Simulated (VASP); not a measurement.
# NiSb (Breithauptite) with r2SCAN + rVV10: from relaxation to properties, part 6 of 11

What structure does NiSb (Breithauptite) take at this level, and what are its properties? The start is a cell from a database of measured crystal structures.

VASP 6.6.1, plane waves and PAW; the level of theory is named at each step.

Still holding for the runs below: The k-mesh is coarse for a metal.

So far. Step 6 (Magnetic order: antiferromagnetic, q = (1/2, 1/2, 0)): The energy lies +0.7 meV an atom from the first pattern, a difference of sampling, since both runs hold the same state. The moments fall under 0.1 μB, and the mesh shows no gap. Step 7 (The orders side by side): All patterns lost their moments. Runs that ended non-magnetic differ by up to 6.1 meV an atom among themselves, which is the error from the unlike meshes of the cells. The session goes on with moments started at or near zero.

The database entry behind the starting cell differs from later determinations by our own check (c about 0.3 % short), so it need not match the best structure at ambient conditions.

### 8. Relaxing cell and atoms (r2SCAN + rVV10)

This step: r2SCAN with rVV10, zero-moment start; plane waves and PAW (Ni, Sb) (VASP 6.6.1).

System of this step: NiSb (Breithauptite). Symmetry: P6_3/mmc, No. 194, hexagonal system. Conventional cell: a = 3.928 Å, b = 3.928 Å, c = 5.120 Å, α = 90.00°, β = 90.00°, γ = 120.00°. Ni has 2 Ni at 2.56 Å and 6 Sb at 2.60 Å nearest. Nearest to Sb lie 6 Ni at 2.60 Å. Farther neighbours are not listed.

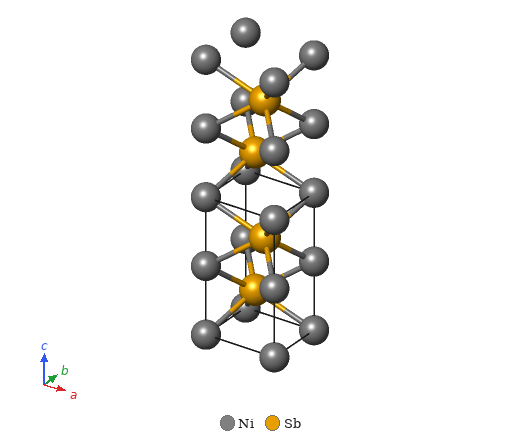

The cell of this step (nickel grey, antimony orange). Bonds to atoms that aren't drawn are left out. 1×1×2 cells are drawn. Some periodic images of atoms are drawn too.

Properties are meant for the cell that this level of theory prefers, so cell and atoms are relaxed first (ISIF = 3) until forces and stress are small; EDIFFG sets the threshold.

File INCAR:

```
SYSTEM = NiSb
PREC = Accurate
ENCUT = 400
EDIFF = 1E-06
NELM = 100
ISMEAR = 0
SIGMA = 0.05
LREAL = .FALSE.
ALGO = Normal
METAGGA = R2SCAN
LUSE_VDW = .TRUE.
IVDW_NL = 2
BPARAM = 11.95
CPARAM = 0.0093
LASPH = .TRUE.
NBANDS = 23
ISPIN = 2
MAGMOM = -0 -0 -0 -0
LMAXMIX = 4
LORBIT = 11
LWAVE = .FALSE.
LCHARG = .FALSE.
KPAR = 8
IBRION = 2
NSW = 60
ISIF = 3
EDIFFG = -0.01
```

File POSCAR:

```
NiSb
1.0
    3.9280000000      0.0000000000      0.0000000000
   -1.9640000000      3.4017477861      0.0000000000
    0.0000000000      0.0000000000      5.1200000000
Ni Sb
2 2
Direct
    0.0000000000      0.0000000000      0.0000000000
    0.0000000000      0.0000000000      0.5000000000
    0.3333333333      0.6666666667      0.2500000000
    0.6666666667      0.3333333333      0.7500000000
```

File KPOINTS:

```
Automatic mesh
0
Gamma
7 7 5
0 0 0
```

PAW data sets: Ni and Sb (PBE family, release 64).

On the command line:

```
$ mpirun -np 8 vasp_std
```

Log:

```text
[... set-up lines as in an earlier step ...]
 entering main loop
       N       E                     dE             d eps       ncg     rms          rms(c)
Total rVV10 correction in eV:      0.7741347    41.0182314
Total rVV10 correction in eV:      0.7741347    41.0182314
Total rVV10 correction in eV:      0.7741347    41.0182314
Total rVV10 correction in eV:      0.7741347    41.0182314
Total rVV10 correction in eV:      0.7741347    41.0182314
Total rVV10 correction in eV:      0.7741347    41.0182314
Total rVV10 correction in eV:      0.7741347    41.0182314
Total rVV10 correction in eV:      0.7741347    41.0182314
DAV:   1     0.100169116080E+03    0.10017E+03   -0.10695E+04  2208   0.114E+03
DAV:   2    -0.724020777578E+02   -0.17257E+03   -0.16381E+03  2334   0.265E+02
DAV:   3    -0.803428730491E+02   -0.79408E+01   -0.78097E+01  2720   0.718E+01
DAV:   4    -0.804938662525E+02   -0.15099E+00   -0.15088E+00  2527   0.960E+00
DAV:   5    -0.804995858030E+02   -0.57196E-02   -0.57193E-02  3010   0.188E+00    0.131E+01
Total rVV10 correction in eV:      0.7377155    41.0182327
Total rVV10 correction in eV:      0.7377155    41.0182327
Total rVV10 correction in eV:      0.7377155    41.0182327
Total rVV10 correction in eV:      0.7377155    41.0182327
Total rVV10 correction in eV:      0.7377155    41.0182327
Total rVV10 correction in eV:      0.7377155    41.0182327
Total rVV10 correction in eV:      0.7377155    41.0182327
Total rVV10 correction in eV:      0.7377155    41.0182327
DAV:   6    -0.795393392509E+02    0.96025E+00   -0.29010E+01  2453   0.956E+01    0.176E+01
Total rVV10 correction in eV:      0.7527776    41.0182329
Total rVV10 correction in eV:      0.7527776    41.0182329
Total rVV10 correction in eV:      0.7527776    41.0182329
Total rVV10 correction in eV:      0.7527776    41.0182329
Total rVV10 correction in eV:      0.7527776    41.0182329
Total rVV10 correction in eV:      0.7527776    41.0182329
Total rVV10 correction in eV:      0.7527776    41.0182329
Total rVV10 correction in eV:      0.7527776    41.0182329
DAV:   7    -0.755542448423E+02    0.39851E+01   -0.86610E+00  2600   0.606E+01    0.372E+00
Total rVV10 correction in eV:      0.7508888    41.0182327
Total rVV10 correction in eV:      0.7508888    41.0182327
Total rVV10 correction in eV:      0.7508888    41.0182327
Total rVV10 correction in eV:      0.7508888    41.0182327
Total rVV10 correction in eV:      0.7508888    41.0182327
Total rVV10 correction in eV:      0.7508888    41.0182327
Total rVV10 correction in eV:      0.7508888    41.0182327
Total rVV10 correction in eV:      0.7508888    41.0182327
DAV:   8    -0.756723160182E+02   -0.11807E+00   -0.11238E+00  3094   0.127E+01    0.297E+00
Total rVV10 correction in eV:      0.7473334    41.0182327
Total rVV10 correction in eV:      0.7473334    41.0182327
Total rVV10 correction in eV:      0.7473334    41.0182327
Total rVV10 correction in eV:      0.7473334    41.0182327
Total rVV10 correction in eV:      0.7473334    41.0182327
Total rVV10 correction in eV:      0.7473334    41.0182327
Total rVV10 correction in eV:      0.7473334    41.0182327
Total rVV10 correction in eV:      0.7473334    41.0182327
DAV:   9    -0.756149820996E+02    0.57334E-01   -0.17544E-01  2657   0.706E+00    0.575E-01
Total rVV10 correction in eV:      0.7477807    41.0182327
Total rVV10 correction in eV:      0.7477807    41.0182327
Total rVV10 correction in eV:      0.7477807    41.0182327
Total rVV10 correction in eV:      0.7477807    41.0182327
Total rVV10 correction in eV:      0.7477807    41.0182327
Total rVV10 correction in eV:      0.7477807    41.0182327
Total rVV10 correction in eV:      0.7477807    41.0182327
Total rVV10 correction in eV:      0.7477807    41.0182327
DAV:  10    -0.756149607231E+02    0.21376E-04   -0.92992E-03  3394   0.930E-01    0.301E-01
Total rVV10 correction in eV:      0.7486837    41.0182327
Total rVV10 correction in eV:      0.7486837    41.0182327
Total rVV10 correction in eV:      0.7486837    41.0182327
Total rVV10 correction in eV:      0.7486837    41.0182327
Total rVV10 correction in eV:      0.7486837    41.0182327
Total rVV10 correction in eV:      0.7486837    41.0182327
Total rVV10 correction in eV:      0.7486837    41.0182327
Total rVV10 correction in eV:      0.7486837    41.0182327
DAV:  11    -0.756150503998E+02   -0.89677E-04   -0.13810E-03  2987   0.362E-01    0.104E-01
Total rVV10 correction in eV:      0.7486578    41.0182327
Total rVV10 correction in eV:      0.7486578    41.0182327
Total rVV10 correction in eV:      0.7486578    41.0182327
Total rVV10 correction in eV:      0.7486578    41.0182327
Total rVV10 correction in eV:      0.7486578    41.0182327
Total rVV10 correction in eV:      0.7486578    41.0182327
Total rVV10 correction in eV:      0.7486578    41.0182327
Total rVV10 correction in eV:      0.7486578    41.0182327
DAV:  12    -0.756150455660E+02    0.48338E-05   -0.35442E-04  2787   0.311E-01    0.532E-02
Total rVV10 correction in eV:      0.7486500    41.0182327
Total rVV10 correction in eV:      0.7486500    41.0182327
Total rVV10 correction in eV:      0.7486500    41.0182327
Total rVV10 correction in eV:      0.7486500    41.0182327
Total rVV10 correction in eV:      0.7486500    41.0182327
Total rVV10 correction in eV:      0.7486500    41.0182327
Total rVV10 correction in eV:      0.7486500    41.0182327
Total rVV10 correction in eV:      0.7486500    41.0182327
DAV:  13    -0.756150383698E+02    0.71963E-05   -0.35255E-05  2327   0.558E-02    0.384E-02
Total rVV10 correction in eV:      0.7486376    41.0182327
Total rVV10 correction in eV:      0.7486376    41.0182327
Total rVV10 correction in eV:      0.7486376    41.0182327
Total rVV10 correction in eV:      0.7486376    41.0182327
Total rVV10 correction in eV:      0.7486376    41.0182327
Total rVV10 correction in eV:      0.7486376    41.0182327
Total rVV10 correction in eV:      0.7486376    41.0182327
Total rVV10 correction in eV:      0.7486376    41.0182327
DAV:  14    -0.756150235993E+02    0.14770E-04   -0.10716E-05  3176   0.529E-02    0.177E-02
Total rVV10 correction in eV:      0.7486615    41.0182327
Total rVV10 correction in eV:      0.7486615    41.0182327
Total rVV10 correction in eV:      0.7486615    41.0182327
Total rVV10 correction in eV:      0.7486615    41.0182327
Total rVV10 correction in eV:      0.7486615    41.0182327
Total rVV10 correction in eV:      0.7486615    41.0182327
Total rVV10 correction in eV:      0.7486615    41.0182327
Total rVV10 correction in eV:      0.7486615    41.0182327
DAV:  15    -0.756150231523E+02    0.44702E-06   -0.25030E-06  1826   0.197E-02
Total rVV10 correction in eV:      0.7486932    41.0182327
[...]
Total rVV10 correction in eV:      0.7416203    41.0182340
DAV:   9    -0.756155923853E+02    0.52913E-06   -0.20731E-07  1230   0.367E-03
Total rVV10 correction in eV:      0.7416313    41.0182340
Total rVV10 correction in eV:      0.7416313    41.0182340
Total rVV10 correction in eV:      0.7416313    41.0182340
Total rVV10 correction in eV:      0.7416313    41.0182340
Total rVV10 correction in eV:      0.7416313    41.0182340
Total rVV10 correction in eV:      0.7416313    41.0182340
Total rVV10 correction in eV:      0.7416313    41.0182340
Total rVV10 correction in eV:      0.7416313    41.0182340
Total rVV10 correction in eV:      0.7416226    41.0182340
Total rVV10 correction in eV:      0.7416226    41.0182340
Total rVV10 correction in eV:      0.7416226    41.0182340
Total rVV10 correction in eV:      0.7416226    41.0182340
Total rVV10 correction in eV:      0.7416226    41.0182340
Total rVV10 correction in eV:      0.7416226    41.0182340
Total rVV10 correction in eV:      0.7416226    41.0182340
Total rVV10 correction in eV:      0.7416226    41.0182340
   2 F= -.75615592E+02 E0= -.75614883E+02  d E =-.569233E-03  mag=    -0.0000
[...]
3 F= -.75617088E+02 E0= -.75616400E+02  d E =-.206460E-02  mag=     0.0000
[...]
4 F= -.75617089E+02 E0= -.75616403E+02  d E =-.206634E-02  mag=     0.0000
[...]
5 F= -.75617088E+02 E0= -.75616402E+02  d E =-.206519E-02  mag=    -0.0000
[...]
6 F= -.75616540E+02 E0= -.75615859E+02  d E =-.151662E-02  mag=     0.0000
 curvature: ****** expect dE=-0.310E+00 dE for cont linesearch -0.310E+00
 ZBRENT: interpolating
 opt :   0.5164  next Energy=   -75.617089 (dE=-0.207E-02)
 bond charge predicted
       N       E                     dE             d eps       ncg     rms          rms(c)
Total rVV10 correction in eV:      0.7465301    41.0182331
Total rVV10 correction in eV:      0.7465301    41.0182331
Total rVV10 correction in eV:      0.7465301    41.0182331
Total rVV10 correction in eV:      0.7465301    41.0182331
Total rVV10 correction in eV:      0.7465301    41.0182331
Total rVV10 correction in eV:      0.7465301    41.0182331
Total rVV10 correction in eV:      0.7465301    41.0182331
Total rVV10 correction in eV:      0.7465301    41.0182331
DAV:   1    -0.756251871138E+02   -0.86481E-02   -0.72278E-02  2432   0.417E+00    0.850E-01
Total rVV10 correction in eV:      0.7442473    41.0182335
Total rVV10 correction in eV:      0.7442473    41.0182335
Total rVV10 correction in eV:      0.7442473    41.0182335
Total rVV10 correction in eV:      0.7442473    41.0182335
Total rVV10 correction in eV:      0.7442473    41.0182335
Total rVV10 correction in eV:      0.7442473    41.0182335
Total rVV10 correction in eV:      0.7442473    41.0182335
Total rVV10 correction in eV:      0.7442473    41.0182335
DAV:   2    -0.756375294341E+02   -0.12342E-01   -0.11969E-01  2558   0.673E+00    0.116E+00
Total rVV10 correction in eV:      0.7454500    41.0182335
Total rVV10 correction in eV:      0.7454500    41.0182335
Total rVV10 correction in eV:      0.7454500    41.0182335
Total rVV10 correction in eV:      0.7454500    41.0182335
Total rVV10 correction in eV:      0.7454500    41.0182335
Total rVV10 correction in eV:      0.7454500    41.0182335
Total rVV10 correction in eV:      0.7454500    41.0182335
Total rVV10 correction in eV:      0.7454500    41.0182335
DAV:   3    -0.756168443153E+02    0.20685E-01   -0.52121E-02  2586   0.451E+00    0.127E-01
Total rVV10 correction in eV:      0.7450278    41.0182335
Total rVV10 correction in eV:      0.7450278    41.0182335
Total rVV10 correction in eV:      0.7450278    41.0182335
Total rVV10 correction in eV:      0.7450278    41.0182335
Total rVV10 correction in eV:      0.7450278    41.0182335
Total rVV10 correction in eV:      0.7450278    41.0182335
Total rVV10 correction in eV:      0.7450278    41.0182335
Total rVV10 correction in eV:      0.7450278    41.0182335
DAV:   4    -0.756171256581E+02   -0.28134E-03   -0.14792E-03  2250   0.219E-01    0.561E-02
Total rVV10 correction in eV:      0.7450131    41.0182335
Total rVV10 correction in eV:      0.7450131    41.0182335
Total rVV10 correction in eV:      0.7450131    41.0182335
Total rVV10 correction in eV:      0.7450131    41.0182335
Total rVV10 correction in eV:      0.7450131    41.0182335
Total rVV10 correction in eV:      0.7450131    41.0182335
Total rVV10 correction in eV:      0.7450131    41.0182335
Total rVV10 correction in eV:      0.7450131    41.0182335
DAV:   5    -0.756170880404E+02    0.37618E-04   -0.80750E-05  2892   0.159E-01    0.127E-02
Total rVV10 correction in eV:      0.7450256    41.0182335
Total rVV10 correction in eV:      0.7450256    41.0182335
Total rVV10 correction in eV:      0.7450256    41.0182335
Total rVV10 correction in eV:      0.7450256    41.0182335
Total rVV10 correction in eV:      0.7450256    41.0182335
Total rVV10 correction in eV:      0.7450256    41.0182335
Total rVV10 correction in eV:      0.7450256    41.0182335
Total rVV10 correction in eV:      0.7450256    41.0182335
DAV:   6    -0.756170888635E+02   -0.82306E-06   -0.11867E-05  2404   0.211E-02    0.623E-03
Total rVV10 correction in eV:      0.7450324    41.0182335
Total rVV10 correction in eV:      0.7450324    41.0182335
Total rVV10 correction in eV:      0.7450324    41.0182335
Total rVV10 correction in eV:      0.7450324    41.0182335
Total rVV10 correction in eV:      0.7450324    41.0182335
Total rVV10 correction in eV:      0.7450324    41.0182335
Total rVV10 correction in eV:      0.7450324    41.0182335
Total rVV10 correction in eV:      0.7450324    41.0182335
DAV:   7    -0.756170870279E+02    0.18356E-05   -0.35467E-07  1216   0.863E-03    0.258E-03
Total rVV10 correction in eV:      0.7450410    41.0182335
Total rVV10 correction in eV:      0.7450410    41.0182335
Total rVV10 correction in eV:      0.7450410    41.0182335
Total rVV10 correction in eV:      0.7450410    41.0182335
Total rVV10 correction in eV:      0.7450410    41.0182335
Total rVV10 correction in eV:      0.7450410    41.0182335
Total rVV10 correction in eV:      0.7450410    41.0182335
Total rVV10 correction in eV:      0.7450410    41.0182335
DAV:   8    -0.756170857149E+02    0.13130E-05   -0.64865E-07  1188   0.103E-02    0.134E-03
Total rVV10 correction in eV:      0.7450398    41.0182335
Total rVV10 correction in eV:      0.7450398    41.0182335
Total rVV10 correction in eV:      0.7450398    41.0182335
Total rVV10 correction in eV:      0.7450398    41.0182335
Total rVV10 correction in eV:      0.7450398    41.0182335
Total rVV10 correction in eV:      0.7450398    41.0182335
Total rVV10 correction in eV:      0.7450398    41.0182335
Total rVV10 correction in eV:      0.7450398    41.0182335
DAV:   9    -0.756170856638E+02    0.51098E-07   -0.98419E-08  1160   0.298E-03
Total rVV10 correction in eV:      0.7450397    41.0182335
Total rVV10 correction in eV:      0.7450397    41.0182335
Total rVV10 correction in eV:      0.7450397    41.0182335
Total rVV10 correction in eV:      0.7450397    41.0182335
Total rVV10 correction in eV:      0.7450397    41.0182335
Total rVV10 correction in eV:      0.7450397    41.0182335
Total rVV10 correction in eV:      0.7450397    41.0182335
Total rVV10 correction in eV:      0.7450397    41.0182335
Total rVV10 correction in eV:      0.7450400    41.0182335
Total rVV10 correction in eV:      0.7450400    41.0182335
Total rVV10 correction in eV:      0.7450400    41.0182335
Total rVV10 correction in eV:      0.7450400    41.0182335
Total rVV10 correction in eV:      0.7450400    41.0182335
Total rVV10 correction in eV:      0.7450400    41.0182335
Total rVV10 correction in eV:      0.7450400    41.0182335
Total rVV10 correction in eV:      0.7450400    41.0182335
   7 F= -.75617086E+02 E0= -.75616400E+02  d E =-.206251E-02  mag=     0.0000
 curvature:  -0.00 expect dE=-0.991E-08 dE for cont linesearch -0.303E-08
 trial: gam=-0.03493 g(F)=  0.170E-45 g(S)=  0.369E-04 ort = 0.280E-03 (trialstep = 0.903E+00)
 search vector abs. value=  0.258E-04
 reached required accuracy - stopping structural energy minimisation
```

It took 7.1 min on 8 MPI ranks of Intel Xeon Platinum 8488C (Sapphire Rapids), shared host; peak memory 2.9 GiB.

From OUTCAR (step 8):

```text
   NELECT =      30.0000    total number of electrons

 E-fermi :  10.0676

 spin component 1
 k-point     1 :       0.0000    0.0000    0.0000
  band No.  band energies     occupation
    ...
      9       7.8238      1.00000
     10       7.8240      1.00000
     11       8.6548      1.00000
     12       8.6548      1.00000
     13      10.0014      0.96956
     14      10.6566      0.00000
     15      10.6566      0.00000
     16      12.6719      0.00000
     17      12.6719      0.00000
     18      13.6319      0.00000
    ...

 k-point     2 :       0.1429   -0.0000    0.0000
  band No.  band energies     occupation
    ...
     11       8.6349      1.00000
     12       8.6551      1.00000
     13       9.1650      1.00000
     14       9.8498      1.00000
     15       9.9130      0.99999
     16      11.8559      0.00000
     17      13.3891      0.00000
     18      13.9020      0.00000
     19      15.1497      0.00000
     20      16.0855      0.00000
    ...

  Total       -0.0342251     -0.0342251      0.0267996      0.0000000      0.0000000      0.0000000
  in kB       -0.8080610     -0.8080610      0.6327436      0.0000000      0.0000000      0.0000000
  external PRESSURE =      -0.3277928 kB  Pullay stress =       0.0000000 kB

 POSITION                                       TOTAL-FORCE (eV/Angst)
 -----------------------------------------------------------------------------------
      0.00000      0.00000      0.00000        -0.000000      0.000000      0.000000
     -0.00000      0.00000      2.55441        -0.000000     -0.000000      0.000000
     -0.00000      2.26110      1.27720        -0.000000     -0.000000      0.000000
      1.95817      1.13055      3.83161         0.000000      0.000000     -0.000000
 -----------------------------------------------------------------------------------
    total drift:                               -0.000000      0.000000      0.000000

  FREE ENERGIE OF THE ION-ELECTRON SYSTEM (eV)
  ---------------------------------------------------
  free  energy   TOTEN  =       -75.6170856638 eV

  energy  without entropy=      -75.6157134763  energy(sigma->0) =      -75.61639957

 reached required accuracy - stopping structural energy minimisation

 magnetization (x)
# of ion       s       p       d       tot
------------------------------------------
    1       -0.000  -0.000  -0.000  -0.000
    2       -0.000  -0.000  -0.000  -0.000
    3        0.000   0.000   0.000   0.000
    4        0.000   0.000   0.000   0.000
--------------------------------------------------
tot         -0.000  -0.000  -0.000  -0.000

[... 8 parts as in an earlier step ...]

[... 9 further parts left out ...]
```

CONTCAR:

```
NiSb
   1.00000000000000
     3.9163346525835183   -0.0000000000000000    0.0000000000000000
    -1.9581673262917592    3.3916452988930463   -0.0000000000000000
    -0.0000000000000000    0.0000000000000000    5.1088173776734287
  Ni              Sb
     2     2
Direct
     0.0000000000000000    0.0000000000000000    0.0000000000000000
     0.0000000000000000    0.0000000000000000    0.5000000000000000
     0.3333333332999970    0.6666666667000030    0.2500000000000000
     0.6666666667000030    0.3333333332999970    0.7500000000000000
```

This run allows spin, but its moments start at zero, where symmetry between the spins tends to hold them, although Ni can carry a moment. The run keeps the 24 symmetry operations of its start, so it cannot find a distortion of lower symmetry.

Relaxation path:

| step | energy less that of the first step (eV) | largest force (eV/Å) | pressure (GPa) | volume (Å³) |
| --- | --- | --- | --- | --- |
| 1 | 0.0000 | 0.0000 | -1.02 | 68.41 |
| 2 | -0.0006 | 0.0000 | 1.04 | 67.34 |
| 3 | -0.0021 | 0.0000 | 0.05 | 67.81 |
| 4 | -0.0021 | 0.0000 | 0.01 | 67.84 |
| 5 | -0.0021 | 0.0000 | 0.03 | 67.85 |
| 6 | -0.0015 | 0.0000 | -0.57 | 68.13 |
| 7 | -0.0021 | 0.0000 | -0.03 | 67.86 |

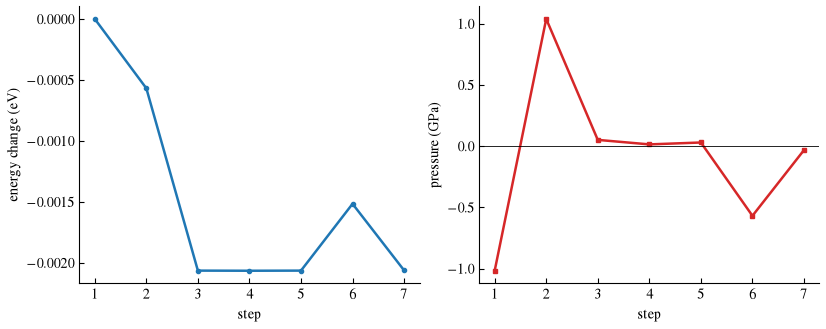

Energy and pressure along the relaxation.

| conventional cell, symmetrised | before | after | change |
| --- | --- | --- | --- |
| a (Å) | 3.928 | 3.916 | -0.3 % |
| b (Å) | 3.928 | 3.916 | -0.3 % |
| c (Å) | 5.120 | 5.109 | -0.2 % |
| volume (Å³/atom) | 17.10 | 16.96 | -0.8 % |

Final coordinates:

```xyz
4
Lattice="3.9163 0.0000 0.0000 -1.9582 3.3916 0.0000 0.0000 0.0000 5.1088" Properties=species:S:1:pos:R:3 pbc="T T T"
Ni    0.0000    0.0000    0.0000
Ni    0.0000    0.0000    2.5544
Sb    0.0000    2.2611    1.2772
Sb    1.9582    1.1305    3.8316
```

This step gave:

- electrons: 30
- bands: 23
- irreducible k-points: 24
- symmetry operations: 24
- free energy (TOTEN): -75.6171 eV
- energy at zero smearing: -75.6164 eV
- Fermi energy: 10.07 eV
- pressure: -0.03278 GPa
- SCF cycles over all ionic steps: 58

It ends with forces that vanish by symmetry and a pressure of -0.03 GPa.

[end of part 6 of 11]

[Lines on the potential files, build, host, timing and source positions are cut from VASP's logs without a mark.]

[Logs are printed without paths, hosts, clocks, repeated set-up lines and the standing remarks that a program may print on its own settings, such as how far it seeks lower states.]

[Hosts, paths, dates, database ids (printed as entryN), source tags and the programs' standing remarks are cut or masked in the printed files.]

[A measured line is paired with the nearest computed mode of its activity, which favours agreement.]
